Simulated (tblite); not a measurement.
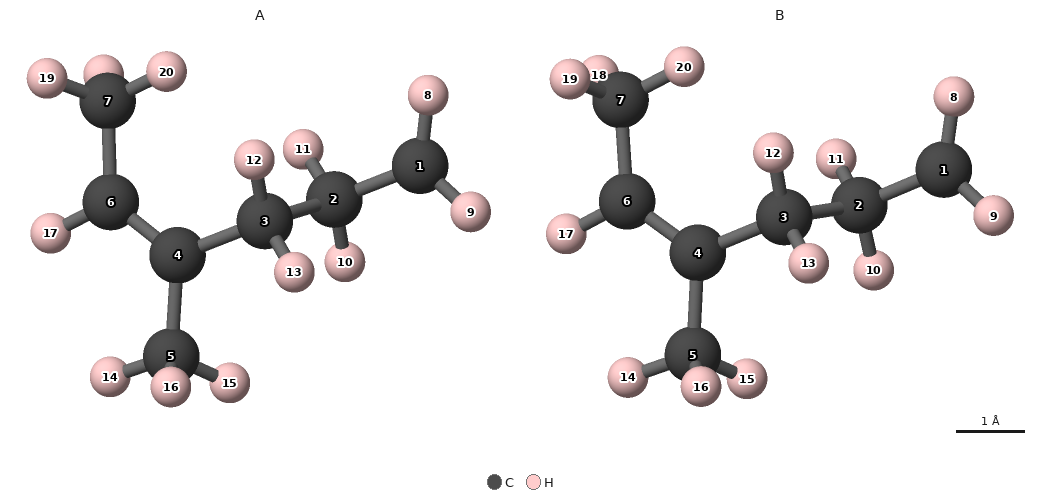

Two geometries of C$_{7}$H$_{13}$ (multiplicity 2), drawn at one scale. One is the start of a relaxation, the other its converged end. The picture is a ball-and-stick view, seen face on.

All numbers below come from tblite 0.8.0, GFN2-xTB geometry optimisation, gas phase. 

> Which one is relaxed?

Structure A is the relaxed one. H18 moves most after the best rigid fit: 0.37 Å. By element the largest moves are H 0.37 Å, C 0.12 Å. Near-neighbour distances that change, for instance: C2–C3 1.535 → 1.564 Å, C1–H8 1.091 → 1.073 Å, C4–C6 1.345 → 1.329 Å, C4–C5 1.515 → 1.501 Å. Among the angles between lasting bonds that change: H12–C3–H13 104.8° → 108.1°, C3–C2–H10 110.6° → 107.4°, H10–C2–H11 105.8° → 108.8°. Over 101 geometry steps the energy falls by 7.27 kJ/mol. Cost: 0.88 s on 1 thread of Arm Neoverse N1 (shared host).
